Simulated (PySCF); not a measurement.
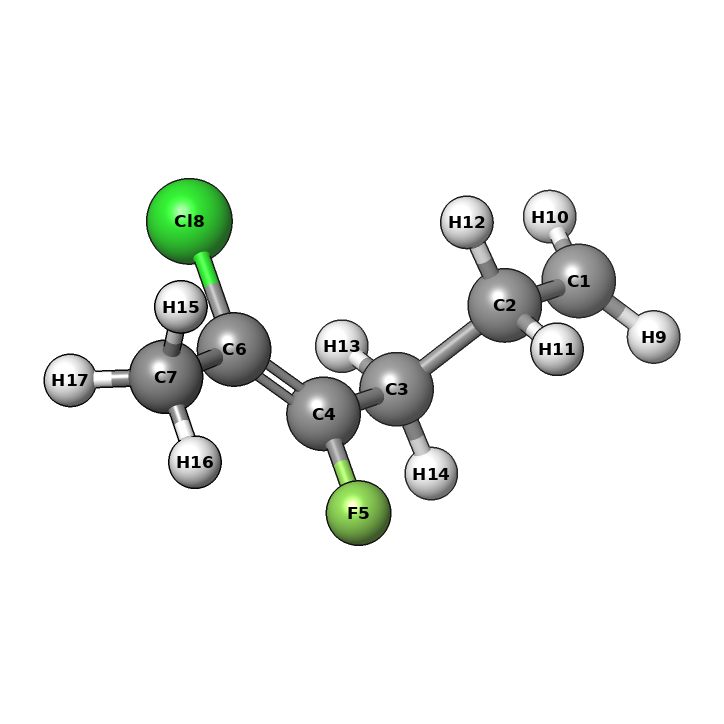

State: neutral, doublet. Computed geometry: GFN2-xTB optimisation. No frequency run is at hand to confirm it as a minimum. Level of theory: UKS B3LYP, pcH-1 on C Cl F H, non-relativistic (PySCF 2.14.0). Fermi-contact and spin-dipolar terms alone, no spin-orbit part.

Question: Which nucleus has the largest dipolar (anisotropic) hyperfine coupling?

Answer: 13C at C1: principal values −80.8, −80.0, 160.7 MHz.

List the isotropic and dipolar parts for the most strongly coupled nuclei, one of each equivalent set.

```tsv
atom	isotope	a_iso (MHz)	dipolar part (MHz)
C1	13C	95.9	−80.8, −80.0, 160.7
H9	1H	−62.3	−39.1, −0.1, 39.2
H10	1H	−61.8	−38.9, −0.3, 39.2
C3	13C	100.1	−6.5, −6.4, 12.9
H12	1H	49.9	−4.9, −4.6, 9.5
H11	1H	23.4	−5.0, −4.3, 9.3
H14	1H	−5.0	−5.9, −2.1, 8.0
H13	1H	−4.8	−5.6, −2.2, 7.9
```
